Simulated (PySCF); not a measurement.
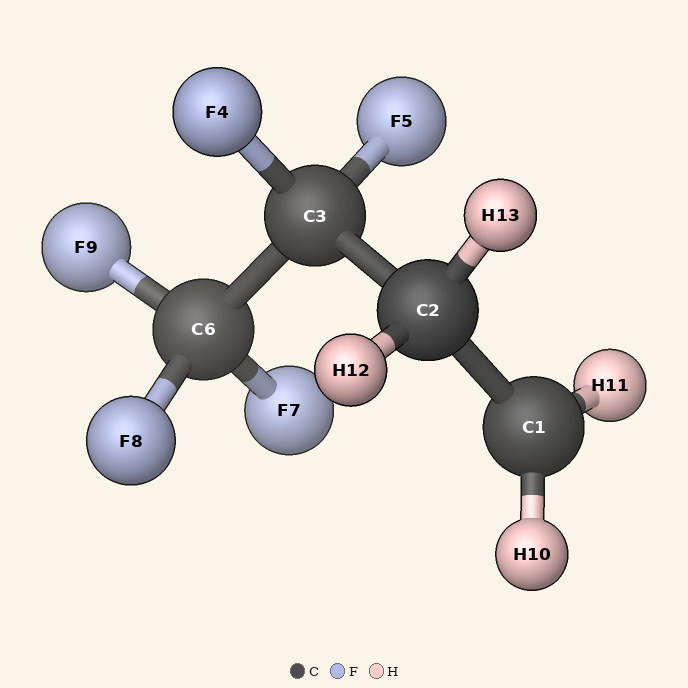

Charge 0, doublet. The geometry was computed by an optimisation with GFN2-xTB. No frequency run is at hand to confirm it as a minimum. Level of theory: UKS B3LYP, pcH-1 on C F H, non-relativistic (PySCF 2.14.0). Fermi-contact and spin-dipolar terms alone, no spin-orbit part.

### Which nucleus has the largest dipolar (anisotropic) hyperfine coupling?

13C at C1: principal values −83.2, −82.5, 165.7 MHz.

List the isotropic and dipolar parts for the most strongly coupled nuclei, one of each equivalent set.

```
atom  isotope  a_iso (MHz)   dipolar part (MHz)
  C1      13C         90.7  −83.2, −82.5, 165.7
  F7      19F         95.7   −22.0, −21.9, 44.0
 H10       1H        −66.2    −40.2, −0.4, 40.7
 H11       1H        −64.7    −39.5, −1.0, 40.6
  F4      19F          7.3   −13.4, −11.1, 24.5
  C3      13C         68.1      −5.4, −4.5, 9.9
 H13       1H        122.0      −5.7, −3.7, 9.4
 H12       1H          3.5      −5.2, −4.0, 9.1
```
